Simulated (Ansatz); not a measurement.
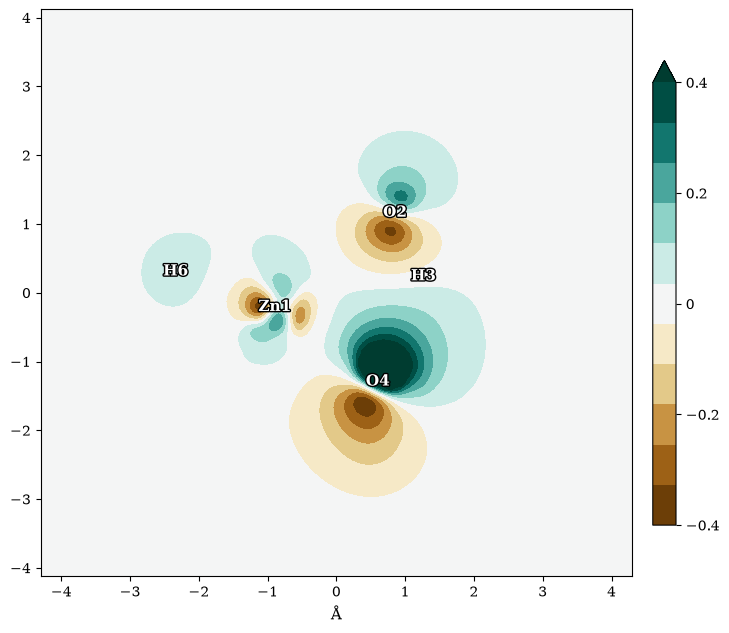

Figure. H4O2Zn. One frontier orbital on the plane of atoms O2, Zn1 and H6 (values in Å⁻³ᐟ²; the overall sign is arbitrary).

The calculation used RKS PBE/def2-SVP in Ansatz 0.2.0.

The calculation's input:

```
crystal:
  periodic: [false, false, false]
  atoms:
    - { symbol: Zn, position_ang: [0.850852, -0.372268, -0.438973] }
    - { symbol: O, position_ang: [-0.15797, 0.247254, 2.294667] }
    - { symbol: H, position_ang: [-0.585249, -0.587347, 2.561084] }
    - { symbol: O, position_ang: [-0.332449, -0.141473, -1.74466] }
    - { symbol: H, position_ang: [-0.073787, -0.575695, -2.577465] }
    - { symbol: H, position_ang: [1.920245, -0.556237, 0.683004] }
    - { symbol: H, position_ang: [0.756459, -0.054833, 2.050143] }
basis:
  gaussian: { orbitals: def2-SVP }
hamiltonian:
  xc: pbe
relax:
  f_tol: 0.03
  max_steps: 50
output:
  orbitals: {}
```

Run with:

```sh
ansatz run input.yaml --threads 2 --pin off --max-ram 3072MiB --backend cpu --events-out ev --progress --plain --runs-dir out
```

The fields are those of the run's last geometry, not of the input's.

Question: Which orbital is it: HOMO or LUMO?

Answer: The HOMO, at −5.91 eV. Its weight (Hirshfeld) is mainly on O4 (about 80 %) and Zn1 (about 10 %); largely a lone pair of O4.
